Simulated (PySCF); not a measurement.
**C₆H₇O₂ (SMILES COC1=COC=[C]C1) (doublet): density, localisation and related maps**

```xyz
15

C     2.4269    0.2823   -0.0190
O     1.3393   -0.0618    0.8042
C     0.0891   -0.0577    0.2549
C    -0.2170    0.2422   -1.0053
O    -1.4789    0.2400   -1.5383
C    -2.4954   -0.1105   -0.6565
C    -2.2505   -0.4122    0.5859
C    -0.9658   -0.4517    1.2875
H     3.3101    0.2136    0.6137
H     2.3301    1.3029   -0.4024
H     2.5255   -0.4103   -0.8608
H     0.5065    0.5235   -1.7544
H    -3.4569   -0.0918   -1.1406
H    -0.9305    0.2493    2.1296
H    -0.7370   -1.4496    1.6795
```

Geometry: GFN2-xTB.

Method: UKS B3LYP, pcH-1 on C H O, non-relativistic, mean-field spin-orbit, GIAO (PySCF).

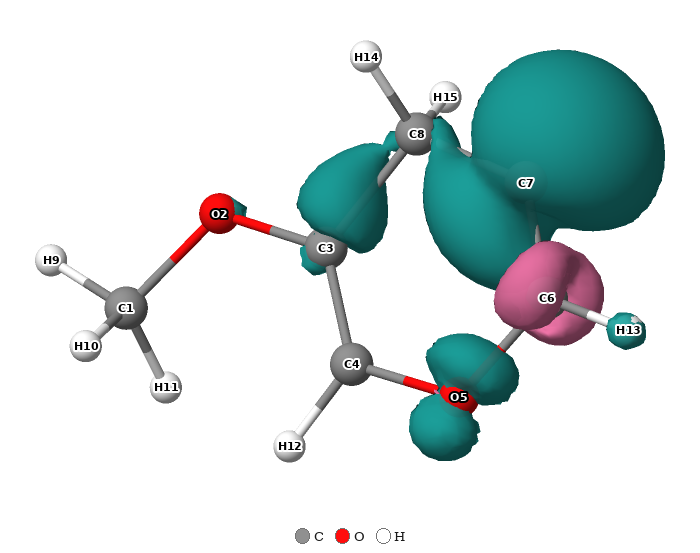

Figure 1. Isosurfaces of the spin density at +0.03 (teal) and −0.03 e/Å³ (pink), seen at a tilt.

**Describe the spin distribution.**

The unpaired spin (1 electron) lies mostly on C7 (about 0.8), in electrons by Hirshfeld's partition.

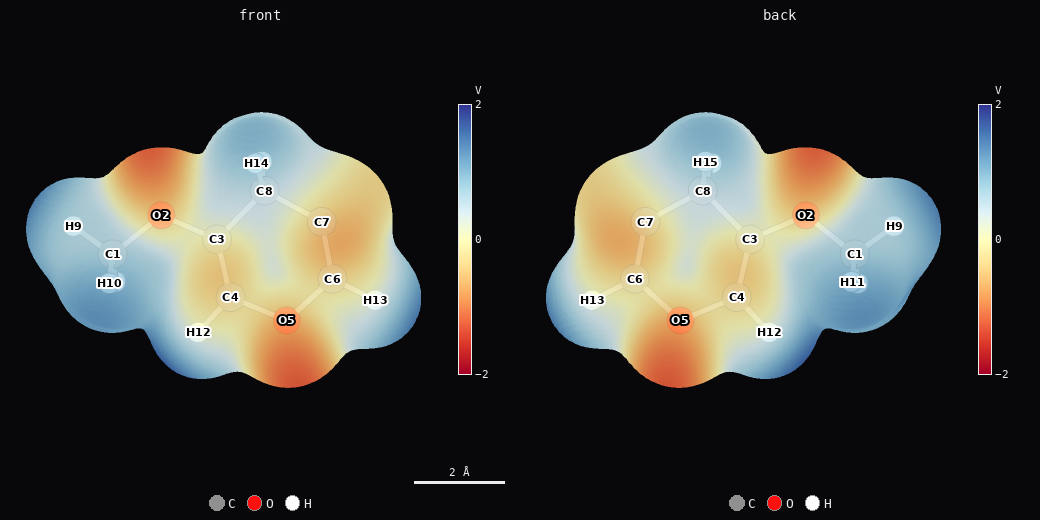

Figure 2. The molecular electrostatic potential painted on the density surface at 0.004 e/bohr³, seen from the front and from behind; red is negative and blue positive.

**Which sites attract a positive test charge, and which a negative one?**

A positive charge is drawn to the negative regions and a negative charge to the positive ones. The most negative region (about −1.3 V) lies over O2 and O5, the most positive (about +1.6 V) over H12.
